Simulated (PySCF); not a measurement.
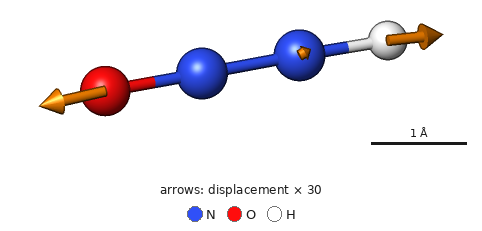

This is a relaxation of N2HO (charge +1). The starting structure is drawn; orange arrows show the displacements, 30 times their true length. The two geometries are superimposed by the best rigid fit.

The picture is a ball-and-stick view, seen at a tilt.

The start comes from GFN2-xTB.

Computed with PBE0-D3(BJ)/def2-SVP geometry optimisation, gas phase in PySCF 2.14.0, density-fitted response routines. 

**What did the optimiser do to the structure, and how much energy did it gain?**

After 3 geometry steps the energy has fallen by 1.12 kcal/mol. The largest move after the best rigid fit is that of the O atom, 0.026 Å. By element the largest moves are O 0.026 Å, H 0.021 Å, N 0.005 Å. Near-neighbour distances that change, for instance: N–O 1.107 → 1.132 Å, H–N 1.010 → 1.027 Å, N–N 1.116 → 1.121 Å. The run took about 2 core-seconds on a shared host.
